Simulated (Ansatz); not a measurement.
Computed with PBE (plane waves to 420 eV, PAW; Ansatz, an electronic-structure program).

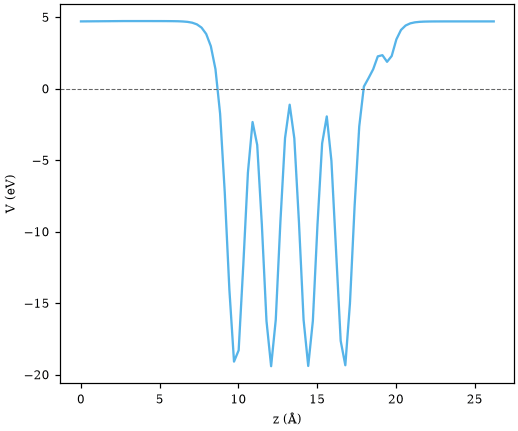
Electrostatic potential energy of an electron, averaged over planes parallel to the surface, in eV from the Fermi level, for Sn on the 1x1 (110) surface of bcc Ta, one in a 2x2 cell, started at the site 'hollow Ta-Ta-Ta'

Set-up: 17 atoms, 6.8 Å thick at the start under the adsorbate (thin: gaps and levels are the slab's own); mesh 5x5x1; 0.1 eV smearing; dipole correction on; 8 atoms held, the rest relaxed; symmetry of the start imposed; no spin, no spin-orbit, no U, no dispersion correction. At the end it is bonded to 4 Ta. In PBE it is, or lies within 0.03 eV of, the lowest of the starts that converged.

The vacuum level lies 4.70 eV above the Fermi level over the top face and 4.73 eV above it under the bottom face.
